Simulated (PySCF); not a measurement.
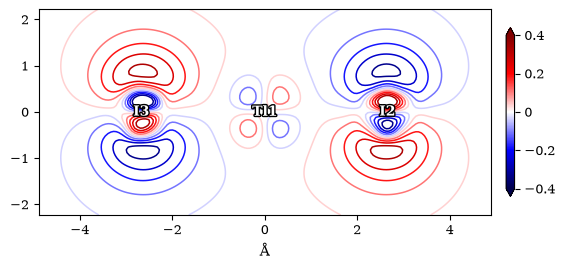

Figure 1: I₂Tl (charge +1). The HOMO on a plane that holds the molecular axis (values in Å⁻³ᐟ²; the overall sign is arbitrary).

Core potentials replace the inner electrons of Tl and I.

Level of theory: RKS B3LYP, Tl def2-SVP with ECP60, I def2-SVP with ECP28; non-relativistic Hamiltonian with scalar-relativistic core potentials where named; density fitting in PySCF 2.14.0.

### Where does this orbital lie, and at what energy?

Its weight (Hirshfeld) is mainly on I2 (about 45 %) and I3 (about 45 %); it is gerade (even under inversion); largely a combination of lone pairs on I2 and I3. It is one of a degenerate set, so its orientation is arbitrary. Its energy is −12.56 eV.
